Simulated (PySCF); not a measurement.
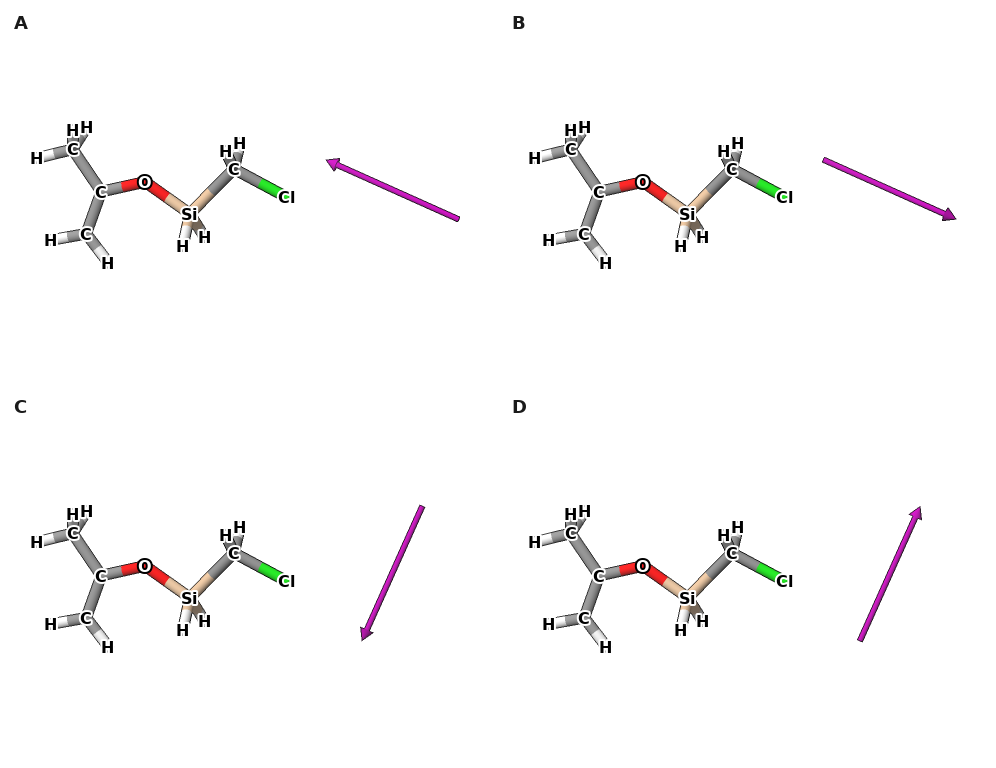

The same molecule four times, each with an arrow. The computed structure is the end point of a GFN2-xTB optimisation. No frequency run is at hand to confirm it as a minimum. Method: PBE0/pcSseg-1, gas phase (PySCF 2.14.0).

Which arrow points along the dipole moment, from the negative to the positive end?

Answer. A. The dipole moment is 2.31 D.

The geometry is semi-empirical. Around Si such bond lengths and angles can be off by a tenth of an ångström or more and by several degrees, and values that hang on the shape move with them.
